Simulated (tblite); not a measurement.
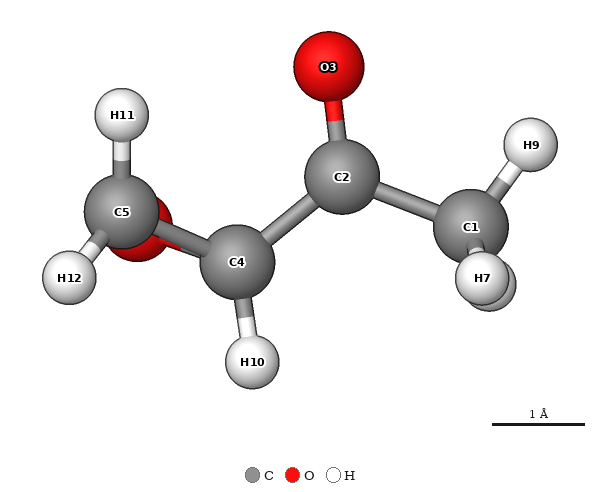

Fig. 1: The input geometry (ball-and-stick view, seen on its broad side; atoms are numbered from 1 in the order of the input). Bond lengths as drawn: C–C 1.49 to 1.52 Å, C–H 1.09 to 1.11 Å and C–O 1.22 to 1.40 Å.

## C4H6O2 (charge +1): geometry relaxation (part 1 of 2)

- system: C4H6O2, charge +1, multiplicity 2
- method: GFN2-xTB geometry optimisation, gas phase (tblite 0.8.0)

It belongs to a series of runs on one base structure; here: electron removed.

## Input file
```
{"job": {"kind": "relax", "xc": "GFN2-xTB", "basis": "xTB"}, "charge": 1, "multiplicity": 2}
C      1.878300     0.199900     0.138000
C      0.393600     0.518800     0.077600
O      0.063400     1.689400     0.015500
C     -0.601500    -0.589400     0.119500
C     -1.916800    -0.172700     0.754700
O     -1.778600    -0.442500    -0.609300
H      2.125900    -0.246200     1.121600
H      2.139600    -0.480100    -0.702400
H      2.384300     1.179500    -0.026300
H     -0.270100    -1.643800     0.200000
H     -2.068200     0.903100     0.983700
H     -2.348700    -0.916700     1.430700
```

The first line tells a small driver script what to run in tblite; the rest is the geometry in Å.

Run on 1 CPU thread, shared host.

Run as:
```bash
OMP_NUM_THREADS=1 python <driver script> task.json out
```

## Output
```
step      E/eV     max force
  0    -521.64650    2.741
  1    -521.74529    2.867
  2    -521.82524    0.682
  3    -521.86178    0.687
  4    -521.89711    0.882
  5    -521.93026    0.582
  6    -521.95446    0.359
  7    -521.96609    0.289
  8    -521.97488    0.240
  9    -521.98235    0.242
 10    -521.98852    0.213
 11    -521.99266    0.164
 12    -521.99555    0.151
 13    -521.99822    0.163
 14    -522.00056    0.187
 15    -522.00207    0.116
 16    -522.00322    0.100
 17    -522.00458    0.126
 18    -522.00620    0.165
 19    -522.00777    0.153
 20    -522.00903    0.088
 21    -522.01012    0.100
 22    -522.01135    0.099
 23    -522.01282    0.125
 24    -522.01443    0.108
 25    -522.01624    0.148
 26    -522.01833    0.167
 27    -522.02054    0.155
 28    -522.02267    0.149
 29    -522.02457    0.126
 30    -522.02618    0.178
 31    -522.02773    0.154
 32    -522.02916    0.119
 33    -522.03034    0.105
 34    -522.03148    0.118
 35    -522.03286    0.133
 36    -522.03455    0.117
 37    -522.03656    0.125
 38    -522.03869    0.128
 39    -522.04069    0.187
 40    -522.04217    0.145
 41    -522.04333    0.127
 42    -522.04443    0.084
 43    -522.04548    0.077
 44    -522.04599    0.080
 45    -522.04683    0.075
 46    -522.04738    0.074
 47    -522.04781    0.046
 48    -522.04807    0.040
 49    -522.04826    0.043
 50    -522.04843    0.039
 51    -522.04858    0.031
 52    -522.04869    0.027
 53    -522.04877    0.023
 54    -522.04884    0.021
 55    -522.04890    0.018
 56    -522.04894    0.016
 57    -522.04896    0.009
```

## Trajectory as extended XYZ (Å, eV, eV/Å), 39 of the 58 frames kept, from step=0 to step=57
```
12
Properties=species:S:1:pos:R:3:forces:R:3 step=0 energy=-521.64650
C     1.8783    0.1999    0.1380   -0.1640   0.1570  -0.4480
C     0.3936    0.5188    0.0776    0.7580   2.5980  -0.4360
O     0.0634    1.6894    0.0155    0.0030  -2.2300   0.2020
C    -0.6015   -0.5894    0.1195   -1.2880  -0.4510  -0.0220
C    -1.9168   -0.1727    0.7547    0.6380  -0.0730  -0.6130
O    -1.7786   -0.4425   -0.6093    0.4920  -0.0690   1.4150
H     2.1259   -0.2462    1.1216   -0.0780   0.1880  -0.5860
H     2.1396   -0.4801   -0.7024   -0.1460   0.2120   0.6350
H     2.3843    1.1795   -0.0263   -0.0710  -0.7630   0.3310
H    -0.2701   -1.6438    0.2000    0.1930   0.7020  -0.0540
H    -2.0682    0.9031    0.9837    0.1310  -0.5630  -0.0090
H    -2.3487   -0.9167    1.4307   -0.4680   0.2920  -0.4140
12
Properties=species:S:1:pos:R:3:forces:R:3 step=2 energy=-521.82524
C     1.8739    0.2019    0.1277   -0.1210  -0.0510  -0.0400
C     0.4244    0.5471    0.0677    0.1920   0.3990  -0.2180
O     0.0487    1.6711    0.0189   -0.5150  -0.2500   0.0760
C    -0.6263   -0.5995    0.1205    0.5000   0.2130   0.1750
C    -1.9040   -0.1733    0.7504   -0.0220   0.0030   0.6820
O    -1.7691   -0.4463   -0.5831   -0.2050  -0.2190  -0.3520
H     2.1233   -0.2410    1.1047   -0.0590   0.0510  -0.3770
H     2.1360   -0.4757   -0.6861    0.0200  -0.1540   0.1620
H     2.3841    1.1601   -0.0175    0.2180  -0.2360   0.1630
H    -0.2636   -1.6254    0.1986    0.3070   0.2050  -0.0120
H    -2.0641    0.8876    0.9838    0.1460  -0.1990   0.0710
H    -2.3621   -0.9074    1.4178   -0.4610   0.2370  -0.3300
12
Properties=species:S:1:pos:R:3:forces:R:3 step=3 energy=-521.86178
C     1.8707    0.2011    0.1249   -0.0380   0.0240  -0.0770
C     0.4371    0.5530    0.0620   -0.3120   0.5970  -0.1340
O     0.0337    1.6702    0.0206   -0.3060  -0.4180   0.0520
C    -0.6221   -0.5980    0.1240    0.0320   0.3690   0.0640
C    -1.9021   -0.1731    0.7631    0.3020  -0.1450  -0.1100
O    -1.7709   -0.4513   -0.5848    0.0800  -0.1380   0.1980
H     2.1216   -0.2389    1.0941   -0.0300  -0.0660  -0.1440
H     2.1355   -0.4774   -0.6796    0.0680  -0.2630   0.0010
H     2.3880    1.1517   -0.0127    0.2890  -0.0840   0.1020
H    -0.2566   -1.6176    0.1980    0.3500   0.0510  -0.0010
H    -2.0605    0.8804    0.9851    0.1040   0.0680   0.1340
H    -2.3733   -0.9009    1.4088   -0.5390   0.0050  -0.0850
12
Properties=species:S:1:pos:R:3:forces:R:3 step=4 energy=-521.89711
C     1.8668    0.2009    0.1195    0.0130   0.0960  -0.1380
C     0.4481    0.5649    0.0534   -0.6920   0.5460  -0.0120
O     0.0092    1.6680    0.0231   -0.1040  -0.3010   0.0080
C    -0.6210   -0.5901    0.1285    0.1930   0.0400  -0.0050
C    -1.8924   -0.1760    0.7718    0.0900  -0.1050  -0.2120
O    -1.7693   -0.4592   -0.5792    0.1320  -0.0440   0.1830
H     2.1190   -0.2378    1.0796   -0.0210  -0.1860   0.1300
H     2.1360   -0.4840   -0.6719    0.0890  -0.3230  -0.1550
H     2.3977    1.1402   -0.0052    0.3520   0.0860   0.0130
H    -0.2422   -1.6073    0.1973    0.3210   0.0820   0.0040
H    -2.0546    0.8737    0.9891    0.0870   0.2080   0.1480
H    -2.3963   -0.8940    1.3975   -0.4590  -0.0980   0.0360
12
Properties=species:S:1:pos:R:3:forces:R:3 step=6 energy=-521.95446
C     1.8599    0.2055    0.1025    0.0170   0.0730  -0.0530
C     0.4386    0.5940    0.0401   -0.2090  -0.1730   0.1470
O    -0.0438    1.6702    0.0266    0.0260   0.3550  -0.0500
C    -0.6050   -0.5812    0.1365   -0.0400  -0.2480   0.0470
C    -1.8797   -0.1851    0.7838   -0.2470  -0.0130  -0.1600
O    -1.7593   -0.4744   -0.5653    0.1870   0.0830   0.0750
H     2.1113   -0.2458    1.0617   -0.1730  -0.1100   0.1170
H     2.1401   -0.5110   -0.6666   -0.0700  -0.0300  -0.1090
H     2.4340    1.1250    0.0070    0.1830   0.0660  -0.1290
H    -0.1983   -1.5842    0.1964    0.2980  -0.0450   0.0280
H    -2.0385    0.8709    1.0036    0.1030   0.0690   0.0720
H    -2.4580   -0.8845    1.3773   -0.0740  -0.0280   0.0170
12
Properties=species:S:1:pos:R:3:forces:R:3 step=8 energy=-521.97488
C     1.8577    0.2105    0.0949   -0.0440  -0.0050   0.0520
C     0.4227    0.6028    0.0430    0.1640  -0.0530   0.1040
O    -0.0590    1.6816    0.0257    0.1290   0.0670  -0.0160
C    -0.5995   -0.5879    0.1446   -0.0540  -0.0650   0.1750
C    -1.8879   -0.1891    0.7812   -0.0900   0.0260   0.0100
O    -1.7477   -0.4762   -0.5602    0.0260   0.0140  -0.1420
H     2.0976   -0.2540    1.0595   -0.2080   0.0290  -0.0670
H     2.1367   -0.5214   -0.6703   -0.1680   0.1710   0.0120
H     2.4567    1.1220    0.0038   -0.0370  -0.0940  -0.1240
H    -0.1646   -1.5797    0.1980    0.1750  -0.0380   0.0440
H    -2.0264    0.8731    1.0129    0.0850  -0.0790   0.0090
H    -2.4852   -0.8823    1.3703    0.0230   0.0290  -0.0560
12
Properties=species:S:1:pos:R:3:forces:R:3 step=9 energy=-521.98235
C     1.8561    0.2125    0.0936   -0.0710  -0.0210   0.0630
C     0.4189    0.6052    0.0478    0.1870   0.0700   0.0550
O    -0.0590    1.6870    0.0247    0.1460  -0.1160   0.0120
C    -0.5997   -0.5931    0.1520    0.0000   0.0420   0.1410
C    -1.8941   -0.1899    0.7784    0.0300   0.0010   0.0500
O    -1.7419   -0.4757   -0.5614    0.0120  -0.0340  -0.1300
H     2.0867   -0.2568    1.0584   -0.1640   0.0490  -0.0760
H     2.1309   -0.5205   -0.6723   -0.1730   0.1680   0.0150
H     2.4641    1.1194   -0.0016   -0.1000  -0.1230  -0.0930
H    -0.1474   -1.5800    0.1999    0.0690   0.0200   0.0530
H    -2.0198    0.8727    1.0167    0.0550  -0.0880  -0.0110
H    -2.4936   -0.8815    1.3673    0.0090   0.0320  -0.0800
12
Properties=species:S:1:pos:R:3:forces:R:3 step=10 energy=-521.98852
C     1.8533    0.2141    0.0933   -0.0660  -0.0270   0.0480
C     0.4192    0.6079    0.0531    0.1150   0.1190   0.0110
O    -0.0564    1.6905    0.0240    0.1150  -0.1760   0.0350
C    -0.6004   -0.5974    0.1606    0.0720   0.1090   0.0560
C    -1.8987   -0.1908    0.7763    0.1150  -0.0290   0.0510
O    -1.7359   -0.4758   -0.5638    0.0390  -0.0620  -0.0550
H     2.0742   -0.2585    1.0564   -0.0960   0.0310  -0.0260
H     2.1224   -0.5167   -0.6740   -0.1540   0.1050  -0.0200
H     2.4687    1.1149   -0.0080   -0.1140  -0.0990  -0.0550
H    -0.1313   -1.5794    0.2026   -0.0300   0.0740   0.0640
H    -2.0130    0.8708    1.0197    0.0210  -0.0600  -0.0230
H    -2.5009   -0.8803    1.3631   -0.0170   0.0150  -0.0860
12
Properties=species:S:1:pos:R:3:forces:R:3 step=12 energy=-521.99555
C     1.8476    0.2145    0.0941    0.0060  -0.0370  -0.0020
C     0.4250    0.6129    0.0591   -0.0610   0.0090  -0.0110
O    -0.0514    1.6917    0.0251   -0.0080   0.0400   0.0400
C    -0.5973   -0.5977    0.1714    0.1160   0.0800  -0.0550
C    -1.8976   -0.1935    0.7758    0.1010  -0.0320  -0.0050
O    -1.7254   -0.4792   -0.5663    0.0870  -0.0360   0.0630
H     2.0563   -0.2597    1.0540    0.0100  -0.0340   0.0790
H     2.1054   -0.5091   -0.6775   -0.0950  -0.0410  -0.0930
H     2.4693    1.1054   -0.0171   -0.0450   0.0120  -0.0080
H    -0.1150   -1.5736    0.2092   -0.0730   0.0610   0.0790
H    -2.0045    0.8659    1.0220   -0.0190   0.0050  -0.0290
H    -2.5111   -0.8783    1.3536   -0.0180  -0.0260  -0.0570
12
Properties=species:S:1:pos:R:3:forces:R:3 step=14 energy=-522.00056
C     1.8436    0.2117    0.0947    0.0220  -0.0250  -0.0320
C     0.4258    0.6177    0.0624   -0.0600  -0.0370   0.0070
O    -0.0492    1.6957    0.0291   -0.0640   0.1730   0.0320
C    -0.5860   -0.5915    0.1764    0.0190  -0.0230  -0.0180
C    -1.8898   -0.1975    0.7764   -0.0090   0.0180  -0.0390
O    -1.7122   -0.4844   -0.5650    0.0440   0.0270   0.0350
H     2.0439   -0.2628    1.0568    0.0610  -0.0400   0.0290
H     2.0856   -0.5066   -0.6864   -0.0490  -0.0850  -0.0550
H     2.4665    1.0989   -0.0242    0.0140   0.0430   0.0240
H    -0.1075   -1.5655    0.2202    0.0030  -0.0280   0.0800
H    -1.9995    0.8621    1.0213   -0.0310   0.0150  -0.0350
H    -2.5199   -0.8784    1.3417    0.0510  -0.0370  -0.0280
12
Properties=species:S:1:pos:R:3:forces:R:3 step=15 energy=-522.00207
C     1.8428    0.2100    0.0945   -0.0020  -0.0080  -0.0310
C     0.4239    0.6196    0.0638   -0.0130   0.0150   0.0150
O    -0.0488    1.6995    0.0313   -0.0410   0.1030   0.0330
C    -0.5812   -0.5894    0.1776   -0.0260  -0.0410   0.0200
C    -1.8872   -0.1984    0.7758   -0.0340   0.0310  -0.0330
O    -1.7070   -0.4855   -0.5643    0.0120   0.0340  -0.0130
H     2.0413   -0.2648    1.0587    0.0630  -0.0210  -0.0340
H     2.0776   -0.5076   -0.6910   -0.0390  -0.0630  -0.0090
H     2.4654    1.0979   -0.0262    0.0150   0.0140   0.0320
H    -0.1056   -1.5637    0.2260    0.0290  -0.0430   0.0740
H    -1.9988    0.8613    1.0201   -0.0330   0.0110  -0.0350
H    -2.5211   -0.8795    1.3372    0.0690  -0.0330  -0.0190
12
Properties=species:S:1:pos:R:3:forces:R:3 step=16 energy=-522.00322
C     1.8421    0.2088    0.0939   -0.0240   0.0090  -0.0240
C     0.4220    0.6216    0.0651    0.0240   0.0640   0.0200
O    -0.0487    1.7034    0.0335   -0.0110   0.0060   0.0360
C    -0.5784   -0.5887    0.1787   -0.0460  -0.0310   0.0410
C    -1.8861   -0.1985    0.7746   -0.0370   0.0290  -0.0200
O    -1.7033   -0.4856   -0.5643   -0.0060   0.0240  -0.0510
H     2.0408   -0.2665    1.0595    0.0560  -0.0030  -0.0830
H     2.0713   -0.5095   -0.6945   -0.0340  -0.0330   0.0280
H     2.4647    1.0977   -0.0270    0.0100  -0.0180   0.0300
H    -0.1040   -1.5634    0.2314    0.0350  -0.0320   0.0660
H    -1.9991    0.8612    1.0185   -0.0340   0.0110  -0.0310
H    -2.5202   -0.8811    1.3340    0.0670  -0.0270  -0.0120
12
Properties=species:S:1:pos:R:3:forces:R:3 step=18 energy=-522.00620
C     1.8388    0.2065    0.0906   -0.0390   0.0370  -0.0030
C     0.4197    0.6299    0.0700    0.0490   0.0690   0.0330
O    -0.0494    1.7134    0.0418    0.0360  -0.1560   0.0410
C    -0.5743   -0.5884    0.1839   -0.0290   0.0340   0.0390
C    -1.8854   -0.1970    0.7699   -0.0250   0.0020  -0.0070
O    -1.6936   -0.4846   -0.5672   -0.0040  -0.0210  -0.0730
H     2.0434   -0.2711    1.0555    0.0300   0.0110  -0.1230
H     2.0530   -0.5158   -0.7009   -0.0160   0.0370   0.0680
H     2.4636    1.0954   -0.0273    0.0170  -0.0610  -0.0050
H    -0.0983   -1.5638    0.2497    0.0080   0.0420   0.0360
H    -2.0025    0.8618    1.0123   -0.0440   0.0190  -0.0160
H    -2.5137   -0.8869    1.3250    0.0170  -0.0140   0.0090
12
Properties=species:S:1:pos:R:3:forces:R:3 step=20 energy=-522.00903
C     1.8334    0.2063    0.0862    0.0190   0.0250   0.0050
C     0.4213    0.6389    0.0774   -0.0050  -0.0590   0.0370
O    -0.0507    1.7193    0.0533    0.0060  -0.0710   0.0410
C    -0.5720   -0.5865    0.1916    0.0150   0.0590   0.0000
C    -1.8863   -0.1954    0.7642   -0.0250  -0.0140  -0.0260
O    -1.6823   -0.4853   -0.5729    0.0170  -0.0410   0.0020
H     2.0479   -0.2759    1.0437    0.0200  -0.0220  -0.0280
H     2.0323   -0.5204   -0.7037    0.0140   0.0450   0.0100
H     2.4648    1.0888   -0.0281    0.0530  -0.0160  -0.0550
H    -0.0909   -1.5598    0.2716   -0.0220   0.0850   0.0080
H    -2.0088    0.8629    1.0048   -0.0560   0.0060  -0.0160
H    -2.5074   -0.8936    1.3153   -0.0360   0.0030   0.0210
12
Properties=species:S:1:pos:R:3:forces:R:3 step=21 energy=-522.01012
C     1.8316    0.2070    0.0846    0.0500   0.0070   0.0040
C     0.4223    0.6407    0.0811   -0.0230  -0.0920   0.0310
O    -0.0514    1.7196    0.0587   -0.0170   0.0140   0.0420
C    -0.5708   -0.5842    0.1948    0.0170   0.0400  -0.0050
C    -1.8874   -0.1952    0.7616   -0.0290  -0.0110  -0.0300
O    -1.6776   -0.4868   -0.5752    0.0130  -0.0320   0.0350
H     2.0498   -0.2782    1.0380    0.0240  -0.0380   0.0270
H     2.0249   -0.5208   -0.7041    0.0260   0.0280  -0.0330
H     2.4669    1.0855   -0.0299    0.0620   0.0150  -0.0660
H    -0.0883   -1.5558    0.2799   -0.0190   0.0660   0.0050
H    -2.0125    0.8634    1.0017   -0.0600  -0.0080  -0.0260
H    -2.5065   -0.8958    1.3121   -0.0440   0.0120   0.0170
12
Properties=species:S:1:pos:R:3:forces:R:3 step=22 energy=-522.01135
C     1.8307    0.2080    0.0830    0.0710  -0.0150   0.0030
C     0.4229    0.6416    0.0859   -0.0200  -0.0840   0.0200
O    -0.0522    1.7194    0.0656   -0.0300   0.0840   0.0430
C    -0.5691   -0.5808    0.1984    0.0030   0.0070   0.0010
C    -1.8893   -0.1952    0.7583   -0.0300  -0.0070  -0.0250
O    -1.6723   -0.4891   -0.5773   -0.0020  -0.0160   0.0540
H     2.0524   -0.2815    1.0322    0.0300  -0.0440   0.0700
H     2.0173   -0.5206   -0.7052    0.0380   0.0110  -0.0720
H     2.4705    1.0822   -0.0333    0.0560   0.0380  -0.0680
H    -0.0856   -1.5502    0.2893   -0.0070   0.0260   0.0050
H    -2.0178    0.8637    0.9977   -0.0630  -0.0240  -0.0380
H    -2.5063   -0.8980    1.3088   -0.0460   0.0230   0.0070
12
Properties=species:S:1:pos:R:3:forces:R:3 step=24 energy=-522.01443
C     1.8322    0.2091    0.0793    0.0520  -0.0460  -0.0040
C     0.4230    0.6429    0.1001    0.0420   0.0570  -0.0040
O    -0.0538    1.7213    0.0875    0.0080   0.0890   0.0470
C    -0.5647   -0.5717    0.2087   -0.0420  -0.0620   0.0310
C    -1.8962   -0.1955    0.7481   -0.0160  -0.0030   0.0250
O    -1.6592   -0.4959   -0.5811   -0.0330   0.0050   0.0330
H     2.0620   -0.2926    1.0208    0.0360  -0.0040   0.0680
H     1.9991   -0.5192   -0.7134    0.0530   0.0060  -0.0940
H     2.4823    1.0756   -0.0465   -0.0060   0.0260  -0.0380
H    -0.0791   -1.5354    0.3154    0.0220  -0.0720   0.0090
H    -2.0368    0.8633    0.9838   -0.0600  -0.0340  -0.0590
H    -2.5075   -0.9027    1.3006   -0.0560   0.0380  -0.0150
12
Properties=species:S:1:pos:R:3:forces:R:3 step=26 energy=-522.01833
C     1.8382    0.2072    0.0746   -0.0360  -0.0230  -0.0260
C     0.4264    0.6488    0.1182    0.0720   0.1510  -0.0070
O    -0.0525    1.7281    0.1194    0.1030  -0.0430   0.0400
C    -0.5625   -0.5643    0.2237   -0.0270  -0.0550   0.0420
C    -1.9064   -0.1961    0.7371    0.0110  -0.0080   0.0710
O    -1.6454   -0.5044   -0.5838   -0.0070  -0.0110  -0.0230
H     2.0781   -0.3063    1.0114    0.0260   0.0720  -0.0470
H     1.9810   -0.5156   -0.7310    0.0510   0.0310  -0.0240
H     2.4954    1.0694   -0.0665   -0.0790  -0.0380   0.0250
H    -0.0716   -1.5225    0.3492    0.0140  -0.1030   0.0080
H    -2.0670    0.8610    0.9608   -0.0380   0.0090  -0.0450
H    -2.5126   -0.9061    1.2902   -0.0900   0.0190  -0.0140
12
Properties=species:S:1:pos:R:3:forces:R:3 step=27 energy=-522.02054
C     1.8415    0.2052    0.0716   -0.0710   0.0060  -0.0400
C     0.4308    0.6539    0.1274    0.0420   0.0960   0.0010
O    -0.0494    1.7324    0.1372    0.1290  -0.0800   0.0320
C    -0.5627   -0.5624    0.2322    0.0060  -0.0250   0.0350
C    -1.9116   -0.1967    0.7332    0.0170  -0.0080   0.0600
O    -1.6389   -0.5092   -0.5846    0.0280  -0.0240  -0.0260
H     2.0877   -0.3116    1.0066    0.0170   0.0930  -0.1010
H     1.9743   -0.5124   -0.7416    0.0420   0.0300   0.0170
H     2.5002    1.0659   -0.0769   -0.0870  -0.0490   0.0530
H    -0.0682   -1.5187    0.3662   -0.0070  -0.0770   0.0040
H    -2.0846    0.8596    0.9472   -0.0170   0.0330  -0.0260
H    -2.5181   -0.9067    1.2849   -0.1000   0.0040  -0.0090
12
Properties=species:S:1:pos:R:3:forces:R:3 step=28 energy=-522.02267
C     1.8435    0.2033    0.0681   -0.0750   0.0300  -0.0500
C     0.4361    0.6591    0.1353   -0.0070  -0.0110   0.0110
O    -0.0446    1.7362    0.1536    0.1180  -0.0620   0.0240
C    -0.5631   -0.5617    0.2404    0.0350   0.0030   0.0280
C    -1.9158   -0.1974    0.7311    0.0110  -0.0070   0.0250
O    -1.6328   -0.5139   -0.5851    0.0580  -0.0290  -0.0040
H     2.0966   -0.3144    1.0011    0.0110   0.0870  -0.1210
H     1.9700   -0.5089   -0.7510    0.0290   0.0120   0.0380
H     2.5028    1.0621   -0.0852   -0.0680  -0.0260   0.0630
H    -0.0654   -1.5170    0.3809   -0.0290  -0.0340   0.0020
H    -2.1007    0.8586    0.9344    0.0080   0.0410  -0.0070
H    -2.5255   -0.9067    1.2799   -0.0910  -0.0030  -0.0090
```
